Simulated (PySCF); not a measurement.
Vertical excitations of a molecule C₅H₁₀ from PySCF 2.14.0 with TDDFT-PBE/def2-SVPD, as energy in eV (oscillator strength): 7.27 (0.000), 7.35 (0.061), 7.62 (0.006), 7.68 (0.033), 7.71 (0.000), 7.82 (0.010), 7.86 (0.001), 8.00 (0.049), 8.00 (0.000), 8.12 (0.013). Lowest triplet (TDA): 7.14 eV. The structure is a stationary point at PBE0-D3(BJ)/def2-SVP. One conformer was computed; it need not be the lowest.

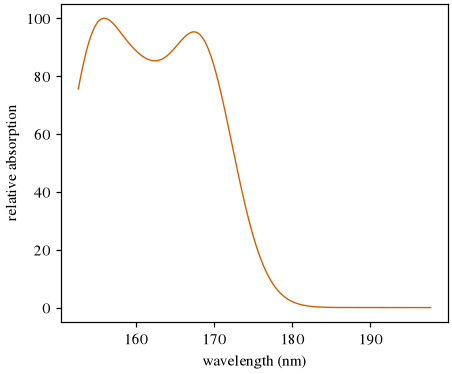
*The lines broadened by 0.4 eV.*

### Question
Identify the compound among the candidates.
A) C[C@H]1C[C@@H]1C
B) CC1CCC1
C) C/C=C/CC
D) C1CCCC1

### Answer
B, CC1CCC1
